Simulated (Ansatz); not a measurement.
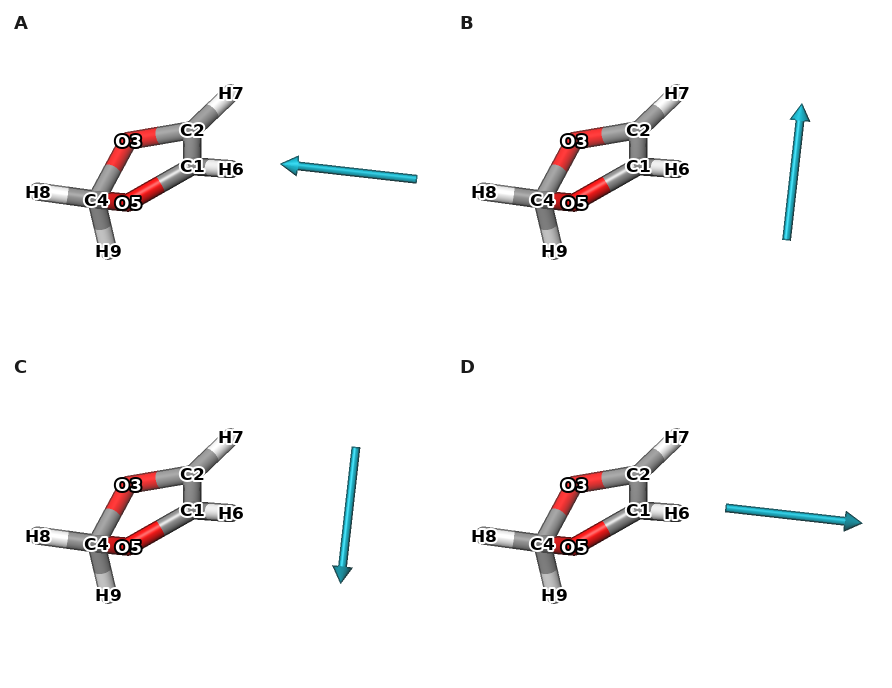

The same molecule four times, each with an arrow. Computed geometry: PBE-D4/def2-SVP optimisation. No frequency run is at hand to confirm it as a minimum. Method: RKS PBE-D4/def2-SVP (Ansatz 0.2.0).

Which arrow points along the dipole moment, from the negative to the positive end?

Answer. D. The dipole moment is 0.55 D; it points from the side of H8 to the side of H6, H7 (the outermost atoms at the two ends).
